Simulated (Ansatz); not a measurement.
System: Hf4N.

Input

```
crystal:
  lattice:
    - [3.2080897561, -5.6402138569, 0.0]
    - [3.2080897561, 5.6402138569, 0.0]
    - [0.0, 0.0, 5.1590212837]
  atoms:
    - { symbol: Hf, position: [0.3338505968, 0.6661494032, 0.2609331209] }
    - { symbol: Hf, position: [0.6661494032, 0.3338505968, 0.7390668791] }
    - { symbol: Hf, position: [0.8338505968, 0.1661494032, 0.2390668791] }
    - { symbol: Hf, position: [0.1661494032, 0.8338505968, 0.7609331209] }
    - { symbol: Hf, position: [0.1735322635, 0.3264677365, 0.75] }
    - { symbol: Hf, position: [0.6735322635, 0.8264677365, 0.75] }
    - { symbol: Hf, position: [0.3264677365, 0.1735322635, 0.25] }
    - { symbol: Hf, position: [0.8264677365, 0.6735322635, 0.25] }
    - { symbol: "N", position: [0.5, 0.5, 0.5] }
    - { symbol: "N", position: [0.0, 0.0, 0.0] }
basis:
  ecutwfc: 420
kpoints:
  mp_grid: { grid: [6, 6, 6] }
  band_path:
    path:
      - [[0.0, 0.0, 0.0], [-0.5, 0.5, 0.0], [-0.33088014, 0.66911986, 0.0]]
      - [[0.33088014, 0.33088014, 0.0], [0.0, 0.0, 0.0], [0.0, 0.0, 0.5], [0.33088014, 0.33088014, 0.5]]
      - [[-0.33088014, 0.66911986, 0.5], [-0.5, 0.5, 0.5], [-0.5, 0.5, 0.0]]
      - [[0.0, 0.0, 0.0], [0.0, 0.5, 0.0], [0.0, 0.5, 0.5], [0.0, 0.0, 0.5], [-0.5, 0.5, 0.5]]
    npoints: 14
hamiltonian:
  xc: pbe
scf:
  occupations: { method: gaussian, width: 0.1 }
  n_extra_bands: 25
output:
  forces: true
  stress: true
  eigenvalues: true
  populations: true
  dos: { projected: true, de: 0.02, nscf_kmesh: { grid: [8, 8, 8] } }
  bader: true
  write_density: true
  write_potential: true
  elf: true
  volumetric_format: npy
```

Run with:

```sh
ansatz run input.yaml --threads 1 --pin off --max-ram 2560MiB --backend cpu --events-out ev --progress --plain --runs-dir out
```

Below, planes, directions and counts refer to the conventional cell (a = 6.42 Å, b = 11.28 Å, c = 5.16 Å, α = 90.00°, β = 90.00°, γ = 90.00°).

Space group Cmce; a generated structure, not necessarily the stable one.

All numbers below come from DFT PBE, scalar-relativistic, plane waves, PAW (Ansatz 0.2.0).

**Predict the valence pseudo-density and electron localisation function between the atoms.**

Hf–N (2.23 Å): ρ is about 0.55 e/Å³ halfway; the ELF peaks at about 0.80 in the valence shell of N, 0.6 Å from its nucleus, and drops to about 0.15 between the two atoms (no shared electron pair shows on this line).
The ELF has a maximum of about 0.70 in the space between the atoms, on no atom or two-centre bond.
Bader's partition of the density gives Hf +0.26 to +0.71 and N −1.95 e.

**Which way does charge flow, and how much by Bader's partition?**

Electrons move from Hf towards N. Bader charges: Hf +0.26 to +0.71 and N −1.95 e.

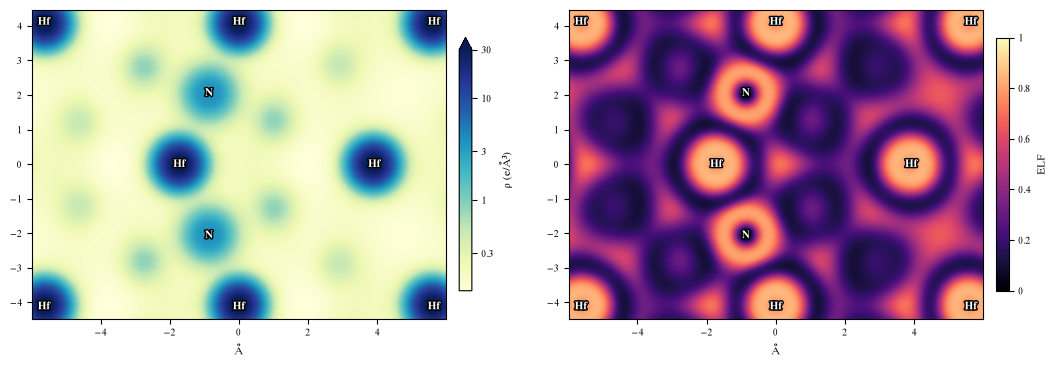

Computed valence pseudo-density and electron localisation function on the (101̄) plane of the conventional cell, in this order. 

In a PAW calculation such maps are meaningful between the atoms, not at the nuclei.
